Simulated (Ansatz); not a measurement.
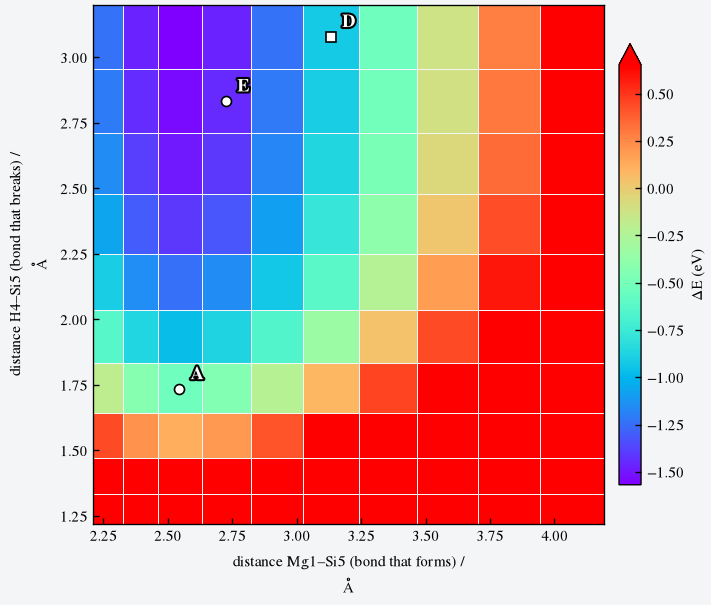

The reacting system ClH5MgSi (fragments ClMg + H₅Si where the first distance is long, ClH₃MgSi + H₂ where the second is long). 
- Coordinates scanned: (1) distance Mg1–Si5 (bond that forms); (2) distance H4–Si5 (bond that breaks).
- Relaxed at each point: all other coordinates.
- Grid: 10 × 10 points.
- Points are written as (first, second).
- Energies: eV, counted from a guessed transition structure relaxed with its forming and breaking bonds held.
- Energies and slopes of some neighbouring points disagree (a jump in structure or state, or too coarse a mesh). The reference is spin-restricted, so regions where a bond is pulled apart into radicals lie too high.
- Method: Ansatz 0.2.0, RKS CAM-B3LYP-D4/def2-SVP.

In the figure: one coloured cell a grid point, one colour for all values above the top of the scale, lettered points.

**Rank the lettered points by energy, lowest first.**

E (−1.45 eV), D (−0.92 eV), A (−0.53 eV).
